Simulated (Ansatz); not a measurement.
Si3H8 (trisilane): methods side by side

Si3H8: 11 atoms, total charge 0, spin state singlet. SMILES: `[SiH3][SiH2][SiH3]`. The coordinates come from a PBE0-D4/def2-TZVP relaxation.

Each level gives the HOMO–LUMO gap (eV). The values are calculated.

| level | kind | program | value (eV) | CPU time |
| --- | --- | --- | --- | --- |
| SVWN5/6-31G* (spherical functions) | LDA | Ansatz | 6.16 | 1.8 s |
| PBE/6-31G* (spherical functions) | GGA | Ansatz | 6.25 | 2.6 s |
| revPBE/6-31G* (spherical functions) | GGA | Ansatz | 6.30 | 2.6 s |
| r2SCAN/6-31G* (spherical functions) | meta-GGA | Ansatz | 6.82 | 4.9 s |
| r2SCAN0/6-31G* (spherical functions) | hybrid meta-GGA | Ansatz | 8.46 | 5.8 s |
| CAM-B3LYP/6-31G* (spherical functions) | range-separated hybrid | Ansatz | 10.41 | 3.7 s |
| HSE06/6-31G* (spherical functions) | range-separated hybrid | Ansatz | 7.37 | 3.8 s |
| B2PLYP/6-31G* (spherical functions) | double hybrid | Ansatz | 10.22 | 5.2 s |

The values span 6.16 to 10.41 eV. Orbital gaps aren't excitation energies, and those of double hybrids come from the SCF part alone; they tend to grow with the share of exact exchange. CPU times are rough (shared hosts, several kinds of processor): they show what a rung costs within a factor of a few.

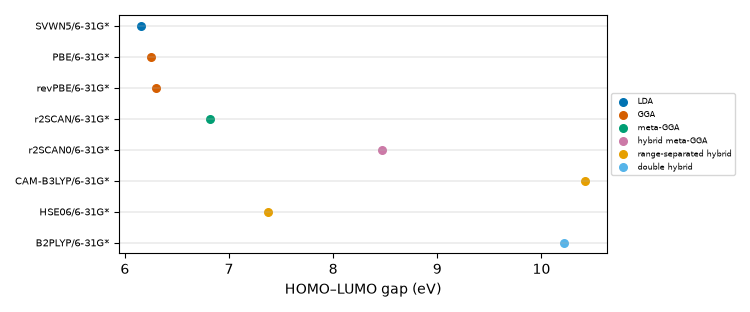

The values of the table, level by level.
